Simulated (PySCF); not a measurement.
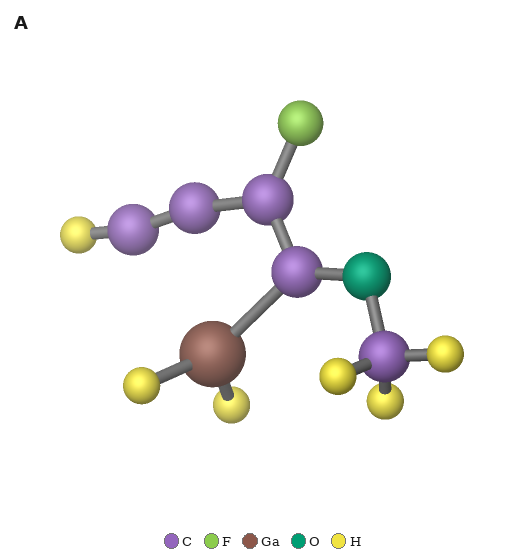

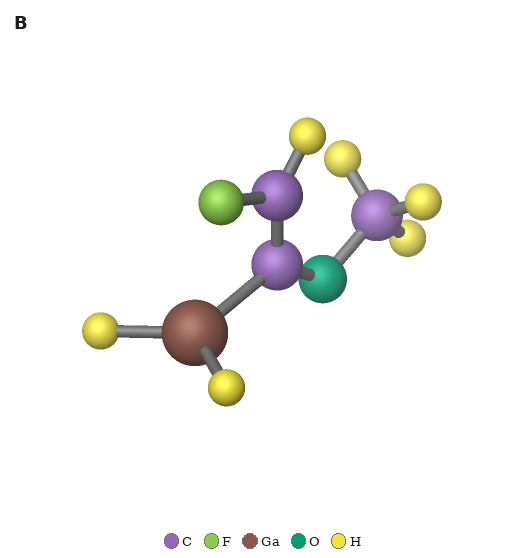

Two related species, optimised with GFN2-xTB; properties computed with PySCF 2.14.0. Both: charge 0, singlet.

Question. What are A and B?

Answer. A is C5H6FGaO, B is C3H6FGaO.

Compare them. With CAM-B3LYP/def2-SVPD: dipole moment (D), HOMO–LUMO gap (eV), HOMO energy (Kohn–Sham orbital) (eV), lowest vertical singlet excitation (eV), mean static polarisability (bohr³). With GFN2-xTB: mean Ga–C length (Å), mean Ga–H length (Å).

```csv
quantity,A,B
dipole moment (D),1.99,2.77
HOMO–LUMO gap (eV),8.01,8.18
HOMO energy (Kohn–Sham orbital) (eV),−7.89,−8.27
lowest vertical singlet excitation (eV),4.29,4.96
mean static polarisability (bohr³),93.8,70.3
mean Ga–C length (Å),2.032,2.031
mean Ga–H length (Å),1.557,1.557
```

Each is one conformer, and no frequency run is at hand to confirm it as a minimum.

The geometry is semi-empirical. Around Ga such bond lengths and angles can be off by a tenth of an ångström or more and by several degrees, and values that hang on the shape move with them.
